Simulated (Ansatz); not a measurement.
Input

```
crystal:
  periodic: [false, false, false]
  atoms:
    - { symbol: Si, position_ang: [0.0, 0.0, 0.0] }
    - { symbol: H, position_ang: [0.0, 0.0, 1.81] }
    - { symbol: H, position_ang: [1.3768, 0.0, -0.4862] }
    - { symbol: H, position_ang: [-0.6877, 1.1914, -0.4862] }
    - { symbol: H, position_ang: [-0.6877, -1.1914, -0.4862] }
    - { symbol: "N", position_ang: [-2.0118, 0.0, 0.6685] }
    - { symbol: H, position_ang: [-2.7319, -0.6071, 0.1822] }
    - { symbol: C, position_ang: [-2.4083, 0.842, 1.8064] }
    - { symbol: H, position_ang: [-2.916, 0.2171, 2.5705] }
    - { symbol: H, position_ang: [-1.5064, 1.3108, 2.2524] }
    - { symbol: H, position_ang: [-3.1022, 1.6347, 1.4568] }
    - { symbol: H, position_ang: [-0.9927, 0.0, 1.7642] }
basis:
  gaussian: { orbitals: "6-31G*" }
hamiltonian:
  xc: b3lyp
  dispersion: d4
relax:
  f_tol: 0.15
  max_steps: 25
  restrain:
    - { distance: [0, 5], at: 3.02, k: 30.0 }
    - { distance: [11, 1], at: 1.86, k: 30.0 }
    - { distance: [0, 1], at: 1.46, k: 30.0 }
    - { distance: [11, 5], at: 1.06, k: 30.0 }
output:
  orbitals: {}
```

Run with:

```sh
ansatz run input.yaml --threads 1 --pin off --max-ram 2048MiB --backend cpu --events-out ev --progress --plain --runs-dir out
```

The fields are those of the run's last geometry, not of the input's.

Not at a stationary point (largest force 1.0 eV/Å).

Method: RKS B3LYP-D4/6-31G* (Ansatz 0.2.0).

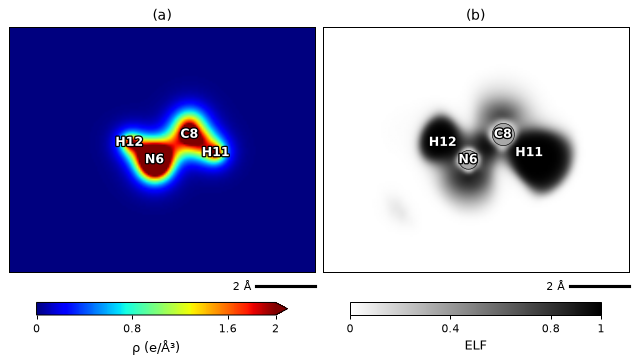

SiH4···CH5N. (a) electron density; (b) electron localisation function on the plane of atoms C8, N6 and H12. Grey discs cover the atomic cores in the ELF map.

### What does the map show?

- Atoms in the plane: N, C and H.
- C–N (1.47 Å): ρ at the midpoint is about 1.9 e/Å³; the ELF peaks at about 0.95 between the atoms (localised, covalent bonding).
- N–H (1.04 Å): ρ is about 2.7 e/Å³ halfway; the ELF climbs to about 1 towards the hydrogen, as it does in any bond to H; a covalent bond by its length.
- C–H (1.09 Å): the density is about 2 e/Å³ at the midpoint; the ELF climbs to about 1 towards the hydrogen: a covalent bond by its length.
